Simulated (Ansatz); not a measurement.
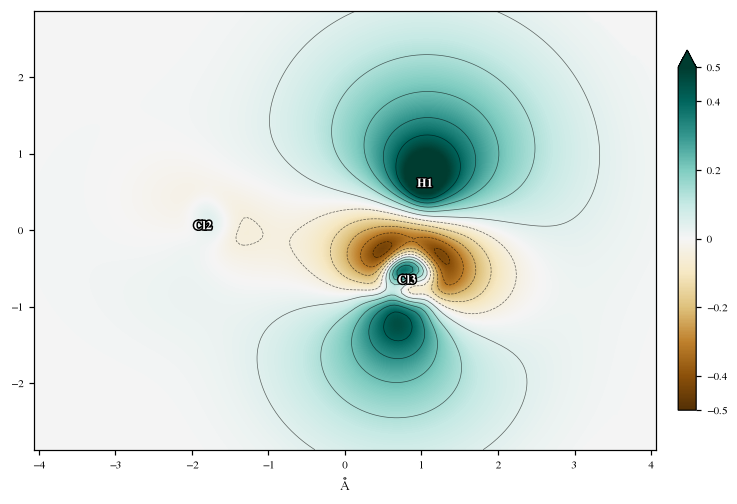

HCl···Cl (doublet). One frontier orbital on the molecular plane (values in Å⁻³ᐟ²; the overall sign is arbitrary).

The product side of a reaction path; geometry: PBE0-D4/def2-TZVP.

The calculation used UKS PBE0-D4/def2-TZVPP in Ansatz.

Input

```
crystal:
  periodic: [false, false, false]
  atoms:
    - {symbol: H, position_ang: [-0.254647, 1.080502, 0.464273]}
    - {symbol: Cl, position_ang: [1.258616, -1.136068, -0.753372]}
    - {symbol: Cl, position_ang: [-1.003969, 0.055567, 0.289100]}
basis:
  gaussian: {orbitals: def2-TZVPP}
magnetization: {spin_polarized: true, initial_magnetization: 1}
hamiltonian: {xc: pbe0, dispersion: d4}
output: {orbitals: {seedname: orbitals}}
```

Launched as:

```sh
ansatz run in.yaml --threads 2 --pin off --events-out ev --progress --plain --max-ram 4352MiB
```

> Which orbital is it: HOMO (α) or LUMO (α)?

The LUMO (α), at −0.26 eV. By Hirshfeld shares it lies mainly on H1 (about 50 %) and Cl3 (about 45 %); it is symmetric in the molecular plane (an in-plane orbital: σ, lone-pair or in-plane π type).
